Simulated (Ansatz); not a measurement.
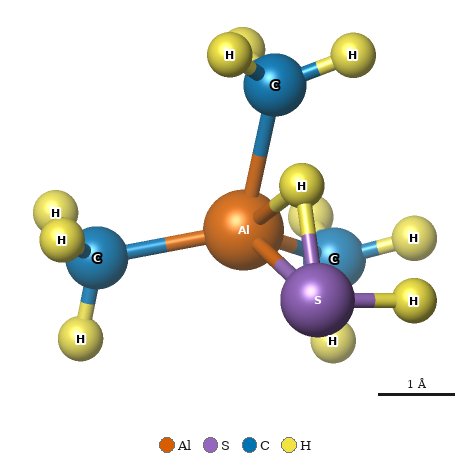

Figure 1. The starting structure (ball-and-stick view, seen at a tilt). Sticks mark near contacts. Bond lengths as drawn: Al–C 1.98 to 2.13 Å, Al–H 1.89 Å, Al–S 2.51 Å, C–H 1.11 to 1.12 Å and H–S 1.36 to 1.60 Å.

C3H11AlS: molecular dynamics (part 1 of 4)

System: C3H11AlS.
Method: RKS BLYP/def2-SVP (Ansatz 0.2.0).

It belongs to a series of runs on one base structure; here: dynamics from the highest image of the converged band.

### The program's output
```
Engine: ansatz 0.2.0, aarch64-unknown-linux-gnu
Functional definition: BLYP
  parameter beta = 0.0042
  parameter a = 0.04918
  parameter b = 0.132
  parameter c = 0.2533
  parameter d = 0.349
  exchange = b88_x(beta = beta)
  correlation = lyp_c(a = a, b = b, c = c, d = d)
1510 factors; their error is unknown
mean field evaluation 1: about -20689.2175 eV, gradient 9.6e1 eV
mean field evaluation 2: about -20630.8486 eV, gradient 1.5e2 eV
mean field evaluation 4: about -20711.7041 eV, gradient 1.6e1 eV
mean field evaluation 8: about -20712.5203 eV, gradient 8.1e-2 eV
mean field evaluation 16: about -20712.4542 eV, gradient 1.4e-4 eV
mean field -20712.45422212 eV, -761.1686532570 hartree, gradient 2.2e-5 eV, S^2 0.000000; 0 other end points of the search recorded, 0 dependent functions left out
the calculation of the forces begins
reference -20712.45458478 eV, -761.1686665845 hartree; 29, 29 occupied and 104, 104 virtual orbitals, 1510 factors
md step     0: t =     0.00 fs  T =   100.0 K  F+E_penalty+E_count = -20712.45422212 eV  E_kin = 0.180964 eV  conserved = -20712.27325812 eV  (30 SCF iters)
these checks for a lower state are left out or cut short: starts, cluster_reference, orbital_swaps, neighbouring_geometries, increment
1510 factors; their error is unknown
mean field -20712.44943030 eV, -761.1684771609 hartree, gradient 2.7e-5 eV, S^2 0.000000; 0 other end points of the search recorded, 0 dependent functions left out
the calculation of the forces begins
reference -20712.44979285 eV, -761.1684904846 hartree; 29, 29 occupied and 104, 104 virtual orbitals, 1510 factors
md step     1: t =     0.50 fs  T =    97.4 K  F+E_penalty+E_count = -20712.44943030 eV  E_kin = 0.176247 eV  conserved = -20712.27318312 eV  (31 SCF iters)
[... from here on the SCF iterations and repeated set-up lines of each step are left out, up to the last step ...]
md step     2: t =     1.00 fs  T =    90.4 K  F+E_penalty+E_count = -20712.43652052 eV  E_kin = 0.163568 eV  conserved = -20712.27295273 eV  (31 SCF iters)
md step     3: t =     1.50 fs  T =    81.0 K  F+E_penalty+E_count = -20712.41913578 eV  E_kin = 0.146502 eV  conserved = -20712.27263405 eV  (31 SCF iters)
md step     4: t =     2.00 fs  T =    71.8 K  F+E_penalty+E_count = -20712.40225944 eV  E_kin = 0.129923 eV  conserved = -20712.27233603 eV  (31 SCF iters)
md step     5: t =     2.50 fs  T =    65.4 K  F+E_penalty+E_count = -20712.39052878 eV  E_kin = 0.118361 eV  conserved = -20712.27216756 eV  (31 SCF iters)
md step     6: t =     3.00 fs  T =    63.2 K  F+E_penalty+E_count = -20712.38656420 eV  E_kin = 0.114375 eV  conserved = -20712.27218876 eV  (30 SCF iters)
md step     7: t =     3.50 fs  T =    65.0 K  F+E_penalty+E_count = -20712.39004940 eV  E_kin = 0.117667 eV  conserved = -20712.27238227 eV  (31 SCF iters)
md step     8: t =     4.00 fs  T =    69.3 K  F+E_penalty+E_count = -20712.39798945 eV  E_kin = 0.125326 eV  conserved = -20712.27266362 eV  (31 SCF iters)
md step     9: t =     4.50 fs  T =    73.5 K  F+E_penalty+E_count = -20712.40599580 eV  E_kin = 0.133073 eV  conserved = -20712.27292284 eV  (32 SCF iters)
md step    10: t =     5.00 fs  T =    75.7 K  F+E_penalty+E_count = -20712.40997946 eV  E_kin = 0.136908 eV  conserved = -20712.27307111 eV  (32 SCF iters)
md step    11: t =     5.50 fs  T =    74.3 K  F+E_penalty+E_count = -20712.40754536 eV  E_kin = 0.134477 eV  conserved = -20712.27306852 eV  (32 SCF iters)
md step    12: t =     6.00 fs  T =    69.5 K  F+E_penalty+E_count = -20712.39864640 eV  E_kin = 0.125719 eV  conserved = -20712.27292696 eV  (32 SCF iters)
md step    13: t =     6.50 fs  T =    62.3 K  F+E_penalty+E_count = -20712.38542940 eV  E_kin = 0.112733 eV  conserved = -20712.27269619 eV  (32 SCF iters)
md step    14: t =     7.00 fs  T =    54.7 K  F+E_penalty+E_count = -20712.37147501 eV  E_kin = 0.099032 eV  conserved = -20712.27244327 eV  (32 SCF iters)
md step    15: t =     7.50 fs  T =    48.9 K  F+E_penalty+E_count = -20712.36074148 eV  E_kin = 0.088506 eV  conserved = -20712.27223506 eV  (32 SCF iters)
md step    16: t =     8.00 fs  T =    46.6 K  F+E_penalty+E_count = -20712.35650306 eV  E_kin = 0.084380 eV  conserved = -20712.27212352 eV  (32 SCF iters)
md step    17: t =     8.50 fs  T =    48.8 K  F+E_penalty+E_count = -20712.36051703 eV  E_kin = 0.088381 eV  conserved = -20712.27213642 eV  (31 SCF iters)
md step    18: t =     9.00 fs  T =    55.4 K  F+E_penalty+E_count = -20712.37257903 eV  E_kin = 0.100307 eV  conserved = -20712.27227195 eV  (32 SCF iters)
md step    19: t =     9.50 fs  T =    65.2 K  F+E_penalty+E_count = -20712.39055505 eV  E_kin = 0.118057 eV  conserved = -20712.27249820 eV  (30 SCF iters)
md step    20: t =    10.00 fs  T =    76.3 K  F+E_penalty+E_count = -20712.41089753 eV  E_kin = 0.138139 eV  conserved = -20712.27275829 eV  (32 SCF iters)
md step    21: t =    10.50 fs  T =    86.5 K  F+E_penalty+E_count = -20712.42956338 eV  E_kin = 0.156584 eV  conserved = -20712.27297977 eV  (31 SCF iters)
md step    22: t =    11.00 fs  T =    94.0 K  F+E_penalty+E_count = -20712.44316202 eV  E_kin = 0.170070 eV  conserved = -20712.27309192 eV  (31 SCF iters)
md step    23: t =    11.50 fs  T =    97.8 K  F+E_penalty+E_count = -20712.45006011 eV  E_kin = 0.177013 eV  conserved = -20712.27304754 eV  (31 SCF iters)
md step    24: t =    12.00 fs  T =    98.5 K  F+E_penalty+E_count = -20712.45109815 eV  E_kin = 0.178253 eV  conserved = -20712.27284560 eV  (31 SCF iters)
md step    25: t =    12.50 fs  T =    97.8 K  F+E_penalty+E_count = -20712.44957560 eV  E_kin = 0.177032 eV  conserved = -20712.27254368 eV  (32 SCF iters)
md step    26: t =    13.00 fs  T =    98.4 K  F+E_penalty+E_count = -20712.45032623 eV  E_kin = 0.178076 eV  conserved = -20712.27225017 eV  (32 SCF iters)
md step    27: t =    13.50 fs  T =   102.8 K  F+E_penalty+E_count = -20712.45804214 eV  E_kin = 0.185955 eV  conserved = -20712.27208689 eV  (31 SCF iters)
md step    28: t =    14.00 fs  T =   112.3 K  F+E_penalty+E_count = -20712.47541346 eV  E_kin = 0.203273 eV  conserved = -20712.27213999 eV  (32 SCF iters)
md step    29: t =    14.50 fs  T =   126.8 K  F+E_penalty+E_count = -20712.50183842 eV  E_kin = 0.229416 eV  conserved = -20712.27242249 eV  (31 SCF iters)
md step    30: t =    15.00 fs  T =   143.9 K  F+E_penalty+E_count = -20712.53325583 eV  E_kin = 0.260383 eV  conserved = -20712.27287308 eV  (31 SCF iters)
md step    31: t =    15.50 fs  T =   160.1 K  F+E_penalty+E_count = -20712.56313000 eV  E_kin = 0.289745 eV  conserved = -20712.27338488 eV  (31 SCF iters)
md step    32: t =    16.00 fs  T =   171.5 K  F+E_penalty+E_count = -20712.58416080 eV  E_kin = 0.310323 eV  conserved = -20712.27383772 eV  (31 SCF iters)
md step    33: t =    16.50 fs  T =   174.7 K  F+E_penalty+E_count = -20712.59020776 eV  E_kin = 0.316093 eV  conserved = -20712.27411491 eV  (30 SCF iters)
md step    34: t =    17.00 fs  T =   168.0 K  F+E_penalty+E_count = -20712.57814383 eV  E_kin = 0.304041 eV  conserved = -20712.27410311 eV  (30 SCF iters)
md step    35: t =    17.50 fs  T =   152.4 K  F+E_penalty+E_count = -20712.54954489 eV  E_kin = 0.275832 eV  conserved = -20712.27371287 eV  (31 SCF iters)
md step    36: t =    18.00 fs  T =   132.0 K  F+E_penalty+E_count = -20712.51183318 eV  E_kin = 0.238880 eV  conserved = -20712.27295358 eV  (30 SCF iters)
md step    37: t =    18.50 fs  T =   113.7 K  F+E_penalty+E_count = -20712.47778420 eV  E_kin = 0.205751 eV  conserved = -20712.27203271 eV  (30 SCF iters)
md step    38: t =    19.00 fs  T =   105.4 K  F+E_penalty+E_count = -20712.46210844 eV  E_kin = 0.190757 eV  conserved = -20712.27135103 eV  (31 SCF iters)
md step    39: t =    19.50 fs  T =   112.8 K  F+E_penalty+E_count = -20712.47539437 eV  E_kin = 0.204104 eV  conserved = -20712.27129041 eV  (30 SCF iters)
md step    40: t =    20.00 fs  T =   136.3 K  F+E_penalty+E_count = -20712.51855112 eV  E_kin = 0.246629 eV  conserved = -20712.27192193 eV  (30 SCF iters)
md step    41: t =    20.50 fs  T =   170.7 K  F+E_penalty+E_count = -20712.58183470 eV  E_kin = 0.308899 eV  conserved = -20712.27293538 eV  (30 SCF iters)
md step    42: t =    21.00 fs  T =   207.5 K  F+E_penalty+E_count = -20712.64940908 eV  E_kin = 0.375533 eV  conserved = -20712.27387574 eV  (30 SCF iters)
md step    43: t =    21.50 fs  T =   238.6 K  F+E_penalty+E_count = -20712.70615195 eV  E_kin = 0.431723 eV  conserved = -20712.27442875 eV  (31 SCF iters)
md step    44: t =    22.00 fs  T =   258.7 K  F+E_penalty+E_count = -20712.74260959 eV  E_kin = 0.468096 eV  conserved = -20712.27451314 eV  (31 SCF iters)
md step    45: t =    22.50 fs  T =   266.5 K  F+E_penalty+E_count = -20712.75654864 eV  E_kin = 0.482339 eV  conserved = -20712.27420959 eV  (31 SCF iters)
md step    46: t =    23.00 fs  T =   264.3 K  F+E_penalty+E_count = -20712.75195283 eV  E_kin = 0.478289 eV  conserved = -20712.27366361 eV  (31 SCF iters)
md step    47: t =    23.50 fs  T =   256.3 K  F+E_penalty+E_count = -20712.73684336 eV  E_kin = 0.463808 eV  conserved = -20712.27303521 eV  (30 SCF iters)
md step    48: t =    24.00 fs  T =   247.7 K  F+E_penalty+E_count = -20712.72074941 eV  E_kin = 0.448271 eV  conserved = -20712.27247802 eV  (31 SCF iters)
md step    49: t =    24.50 fs  T =   243.2 K  F+E_penalty+E_count = -20712.71223928 eV  E_kin = 0.440124 eV  conserved = -20712.27211562 eV  (31 SCF iters)
md step    50: t =    25.00 fs  T =   245.9 K  F+E_penalty+E_count = -20712.71693722 eV  E_kin = 0.444929 eV  conserved = -20712.27200823 eV  (32 SCF iters)
md step    51: t =    25.50 fs  T =   256.6 K  F+E_penalty+E_count = -20712.73653981 eV  E_kin = 0.464407 eV  conserved = -20712.27213279 eV  (32 SCF iters)
md step    52: t =    26.00 fs  T =   274.5 K  F+E_penalty+E_count = -20712.76912545 eV  E_kin = 0.496728 eV  conserved = -20712.27239702 eV  (31 SCF iters)
md step    53: t =    26.50 fs  T =   297.2 K  F+E_penalty+E_count = -20712.81054278 eV  E_kin = 0.537859 eV  conserved = -20712.27268413 eV  (31 SCF iters)
md step    54: t =    27.00 fs  T =   322.3 K  F+E_penalty+E_count = -20712.85620543 eV  E_kin = 0.583302 eV  conserved = -20712.27290371 eV  (31 SCF iters)
md step    55: t =    27.50 fs  T =   347.9 K  F+E_penalty+E_count = -20712.90251978 eV  E_kin = 0.629496 eV  conserved = -20712.27302386 eV  (31 SCF iters)
md step    56: t =    28.00 fs  T =   372.7 K  F+E_penalty+E_count = -20712.94744462 eV  E_kin = 0.674370 eV  conserved = -20712.27307453 eV  (31 SCF iters)
md step    57: t =    28.50 fs  T =   396.2 K  F+E_penalty+E_count = -20712.99011139 eV  E_kin = 0.716985 eV  conserved = -20712.27312649 eV  (31 SCF iters)
md step    58: t =    29.00 fs  T =   418.1 K  F+E_penalty+E_count = -20713.02981351 eV  E_kin = 0.756558 eV  conserved = -20712.27325517 eV  (30 SCF iters)
md step    59: t =    29.50 fs  T =   437.3 K  F+E_penalty+E_count = -20713.06493004 eV  E_kin = 0.791437 eV  conserved = -20712.27349317 eV  (29 SCF iters)
md step    60: t =    30.00 fs  T =   452.4 K  F+E_penalty+E_count = -20713.09250381 eV  E_kin = 0.818721 eV  conserved = -20712.27378274 eV  (30 SCF iters)
md step    61: t =    30.50 fs  T =   461.5 K  F+E_penalty+E_count = -20713.10916288 eV  E_kin = 0.835207 eV  conserved = -20712.27395559 eV  (30 SCF iters)
md step    62: t =    31.00 fs  T =   464.1 K  F+E_penalty+E_count = -20713.11359964 eV  E_kin = 0.839806 eV  conserved = -20712.27379366 eV  (29 SCF iters)
md step    63: t =    31.50 fs  T =   462.2 K  F+E_penalty+E_count = -20713.10959990 eV  E_kin = 0.836397 eV  conserved = -20712.27320290 eV  (30 SCF iters)
md step    64: t =    32.00 fs  T =   461.2 K  F+E_penalty+E_count = -20713.10705855 eV  E_kin = 0.834652 eV  conserved = -20712.27240675 eV  (29 SCF iters)
md step    65: t =    32.50 fs  T =   467.8 K  F+E_penalty+E_count = -20713.11837964 eV  E_kin = 0.846469 eV  conserved = -20712.27191026 eV  (30 SCF iters)
md step    66: t =    33.00 fs  T =   485.7 K  F+E_penalty+E_count = -20713.15105477 eV  E_kin = 0.878941 eV  conserved = -20712.27211327 eV  (30 SCF iters)
md step    67: t =    33.50 fs  T =   513.4 K  F+E_penalty+E_count = -20713.20198109 eV  E_kin = 0.929070 eV  conserved = -20712.27291090 eV  (29 SCF iters)
md step    68: t =    34.00 fs  T =   544.4 K  F+E_penalty+E_count = -20713.25900086 eV  E_kin = 0.985226 eV  conserved = -20712.27377490 eV  (29 SCF iters)
md step    69: t =    34.50 fs  T =   571.6 K  F+E_penalty+E_count = -20713.30855351 eV  E_kin = 1.034331 eV  conserved = -20712.27422232 eV  (30 SCF iters)
md step    70: t =    35.00 fs  T =   590.6 K  F+E_penalty+E_count = -20713.34290623 eV  E_kin = 1.068765 eV  conserved = -20712.27414158 eV  (30 SCF iters)
md step    71: t =    35.50 fs  T =   601.5 K  F+E_penalty+E_count = -20713.36216334 eV  E_kin = 1.088425 eV  conserved = -20712.27373803 eV  (30 SCF iters)
md step    72: t =    36.00 fs  T =   606.9 K  F+E_penalty+E_count = -20713.37154003 eV  E_kin = 1.098246 eV  conserved = -20712.27329431 eV  (29 SCF iters)
md step    73: t =    36.50 fs  T =   610.2 K  F+E_penalty+E_count = -20713.37724728 eV  E_kin = 1.104257 eV  conserved = -20712.27299032 eV  (29 SCF iters)
md step    74: t =    37.00 fs  T =   613.9 K  F+E_penalty+E_count = -20713.38371343 eV  E_kin = 1.110855 eV  conserved = -20712.27285873 eV  (30 SCF iters)
md step    75: t =    37.50 fs  T =   619.0 K  F+E_penalty+E_count = -20713.39294281 eV  E_kin = 1.120109 eV  conserved = -20712.27283419 eV  (30 SCF iters)
md step    76: t =    38.00 fs  T =   625.8 K  F+E_penalty+E_count = -20713.40536821 eV  E_kin = 1.132537 eV  conserved = -20712.27283168 eV  (30 SCF iters)
md step    77: t =    38.50 fs  T =   634.5 K  F+E_penalty+E_count = -20713.42107267 eV  E_kin = 1.148270 eV  conserved = -20712.27280230 eV  (30 SCF iters)
md step    78: t =    39.00 fs  T =   645.3 K  F+E_penalty+E_count = -20713.44051343 eV  E_kin = 1.167758 eV  conserved = -20712.27275510 eV  (30 SCF iters)
md step    79: t =    39.50 fs  T =   658.5 K  F+E_penalty+E_count = -20713.46440143 eV  E_kin = 1.191654 eV  conserved = -20712.27274706 eV  (29 SCF iters)
md step    80: t =    40.00 fs  T =   674.2 K  F+E_penalty+E_count = -20713.49287513 eV  E_kin = 1.220022 eV  conserved = -20712.27285269 eV  (29 SCF iters)
md step    81: t =    40.50 fs  T =   691.5 K  F+E_penalty+E_count = -20713.52442808 eV  E_kin = 1.251306 eV  conserved = -20712.27312256 eV  (29 SCF iters)
md step    82: t =    41.00 fs  T =   708.3 K  F+E_penalty+E_count = -20713.55523443 eV  E_kin = 1.281699 eV  conserved = -20712.27353560 eV  (30 SCF iters)
md step    83: t =    41.50 fs  T =   721.5 K  F+E_penalty+E_count = -20713.57958872 eV  E_kin = 1.305628 eV  conserved = -20712.27396051 eV  (30 SCF iters)
md step    84: t =    42.00 fs  T =   728.2 K  F+E_penalty+E_count = -20713.59198692 eV  E_kin = 1.317824 eV  conserved = -20712.27416323 eV  (30 SCF iters)
md step    85: t =    42.50 fs  T =   727.6 K  F+E_penalty+E_count = -20713.59059895 eV  E_kin = 1.316680 eV  conserved = -20712.27391858 eV  (30 SCF iters)
md step    86: t =    43.00 fs  T =   722.3 K  F+E_penalty+E_count = -20713.58035185 eV  E_kin = 1.307126 eV  conserved = -20712.27322611 eV  (31 SCF iters)
md step    87: t =    43.50 fs  T =   718.4 K  F+E_penalty+E_count = -20713.57251669 eV  E_kin = 1.300058 eV  conserved = -20712.27245858 eV  (30 SCF iters)
md step    88: t =    44.00 fs  T =   722.1 K  F+E_penalty+E_count = -20713.57895497 eV  E_kin = 1.306784 eV  conserved = -20712.27217080 eV  (31 SCF iters)
md step    89: t =    44.50 fs  T =   735.7 K  F+E_penalty+E_count = -20713.60404822 eV  E_kin = 1.331442 eV  conserved = -20712.27260601 eV  (30 SCF iters)
md step    90: t =    45.00 fs  T =   755.9 K  F+E_penalty+E_count = -20713.64126835 eV  E_kin = 1.367836 eV  conserved = -20712.27343283 eV  (29 SCF iters)
md step    91: t =    45.50 fs  T =   775.8 K  F+E_penalty+E_count = -20713.67795065 eV  E_kin = 1.403882 eV  conserved = -20712.27406855 eV  (30 SCF iters)
md step    92: t =    46.00 fs  T =   790.0 K  F+E_penalty+E_count = -20713.70379156 eV  E_kin = 1.429598 eV  conserved = -20712.27419351 eV  (30 SCF iters)
md step    93: t =    46.50 fs  T =   796.8 K  F+E_penalty+E_count = -20713.71581030 eV  E_kin = 1.441903 eV  conserved = -20712.27390701 eV  (30 SCF iters)
md step    94: t =    47.00 fs  T =   797.8 K  F+E_penalty+E_count = -20713.71728010 eV  E_kin = 1.443770 eV  conserved = -20712.27351000 eV  (30 SCF iters)
md step    95: t =    47.50 fs  T =   795.9 K  F+E_penalty+E_count = -20713.71349060 eV  E_kin = 1.440254 eV  conserved = -20712.27323666 eV  (30 SCF iters)
md step    96: t =    48.00 fs  T =   793.0 K  F+E_penalty+E_count = -20713.70823869 eV  E_kin = 1.435096 eV  conserved = -20712.27314302 eV  (30 SCF iters)
md step    97: t =    48.50 fs  T =   790.0 K  F+E_penalty+E_count = -20713.70283777 eV  E_kin = 1.429687 eV  conserved = -20712.27315035 eV  (30 SCF iters)
md step    98: t =    49.00 fs  T =   786.9 K  F+E_penalty+E_count = -20713.69715063 eV  E_kin = 1.424004 eV  conserved = -20712.27314680 eV  (30 SCF iters)
md step    99: t =    49.50 fs  T =   783.6 K  F+E_penalty+E_count = -20713.69118935 eV  E_kin = 1.418121 eV  conserved = -20712.27306794 eV  (30 SCF iters)
md step   100: t =    50.00 fs  T =   780.9 K  F+E_penalty+E_count = -20713.68607562 eV  E_kin = 1.413153 eV  conserved = -20712.27292298 eV  (31 SCF iters)
md step   101: t =    50.50 fs  T =   779.8 K  F+E_penalty+E_count = -20713.68391524 eV  E_kin = 1.411135 eV  conserved = -20712.27278003 eV  (30 SCF iters)
md step   102: t =    51.00 fs  T =   781.4 K  F+E_penalty+E_count = -20713.68678619 eV  E_kin = 1.414056 eV  conserved = -20712.27272974 eV  (31 SCF iters)
md step   103: t =    51.50 fs  T =   786.1 K  F+E_penalty+E_count = -20713.69538575 eV  E_kin = 1.422543 eV  conserved = -20712.27284307 eV  (31 SCF iters)
md step   104: t =    52.00 fs  T =   792.9 K  F+E_penalty+E_count = -20713.70798795 eV  E_kin = 1.434856 eV  conserved = -20712.27313204 eV  (30 SCF iters)
md step   105: t =    52.50 fs  T =   799.5 K  F+E_penalty+E_count = -20713.72032971 eV  E_kin = 1.446812 eV  conserved = -20712.27351766 eV  (30 SCF iters)
md step   106: t =    53.00 fs  T =   803.0 K  F+E_penalty+E_count = -20713.72688108 eV  E_kin = 1.453054 eV  conserved = -20712.27382755 eV  (29 SCF iters)
md step   107: t =    53.50 fs  T =   801.0 K  F+E_penalty+E_count = -20713.72345837 eV  E_kin = 1.449599 eV  conserved = -20712.27385916 eV  (30 SCF iters)
md step   108: t =    54.00 fs  T =   793.9 K  F+E_penalty+E_count = -20713.71014884 eV  E_kin = 1.436627 eV  conserved = -20712.27352189 eV  (29 SCF iters)
md step   109: t =    54.50 fs  T =   784.4 K  F+E_penalty+E_count = -20713.69246060 eV  E_kin = 1.419489 eV  conserved = -20712.27297170 eV  (29 SCF iters)
md step   110: t =    55.00 fs  T =   777.1 K  F+E_penalty+E_count = -20713.67886549 eV  E_kin = 1.406297 eV  conserved = -20712.27256890 eV  (29 SCF iters)
md step   111: t =    55.50 fs  T =   775.3 K  F+E_penalty+E_count = -20713.67552399 eV  E_kin = 1.402929 eV  conserved = -20712.27259504 eV  (29 SCF iters)
md step   112: t =    56.00 fs  T =   778.8 K  F+E_penalty+E_count = -20713.68224376 eV  E_kin = 1.409260 eV  conserved = -20712.27298371 eV  (29 SCF iters)
md step   113: t =    56.50 fs  T =   784.7 K  F+E_penalty+E_count = -20713.69337961 eV  E_kin = 1.419987 eV  conserved = -20712.27339282 eV  (29 SCF iters)
md step   114: t =    57.00 fs  T =   789.7 K  F+E_penalty+E_count = -20713.70268272 eV  E_kin = 1.429143 eV  conserved = -20712.27354012 eV  (30 SCF iters)
```
